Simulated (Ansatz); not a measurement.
Cost and result by functional for the adsorption energy of NH3 on the 1x1 (110) surface of zinc-blende InP (cut with top plane In + P), one in a 2x1 cell, started at the site 'bridge In-P (span 5.2 Å)', in Ansatz (plane waves, PAW). Single points on the PBE structure, on one kind of machine; costs are rough ratios of the slab run's core time (references not counted) to the cheapest single point. r2SCAN's cost holds its higher cutoff (500 against 420 eV). Differences are taken against HSE06 for comparison alone: no measured value is at hand, so the table doesn't rank accuracy. HSE06 ran on a coarser k-mesh, which lowers its cost and may carry part of its shift.

Host crystal: zinc-blende InP, with a band gap (PBE, scalar-relativistic without spin-orbit coupling).

Slab: 24 atoms, 8.9 Å thick at the start under the adsorbate (thin: gaps and levels are the slab's own); k 3x4x1, smearing 0.01 eV, dipole-corrected; 8 atoms held, the rest relaxed; no symmetry held; no spin, no spin-orbit, no U, no dispersion correction. At the end it is bonded to In. In PBE it is, or lies within 0.03 eV of, the lowest of the starts that converged. These notes are the PBE run's. Adsorption energies are against NH3(g). A negative adsorption energy means that the adsorbate is more stable on the surface than in its reference.

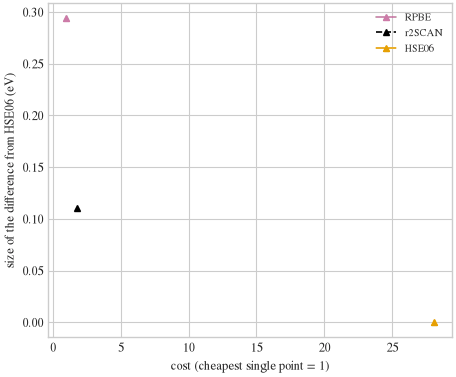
Figure. Difference from HSE06 against cost

| functional | relative cost | adsorption energy (eV) | less HSE06 (eV) |
|---|---|---|---|
| RPBE | 1 | -0.69 | 0.29 |
| r2SCAN | 2 | -1.10 | -0.11 |
| HSE06 | 30 | -0.98 | 0.00 |
| PBE (the relaxed run's value) | – | -0.91 | 0.07 |

The values span 0.40 eV, while the single points' costs differ by a factor of roughly 30. Differences are of unrounded values.

Ansatz is a quantum-chemistry and plane-wave program.
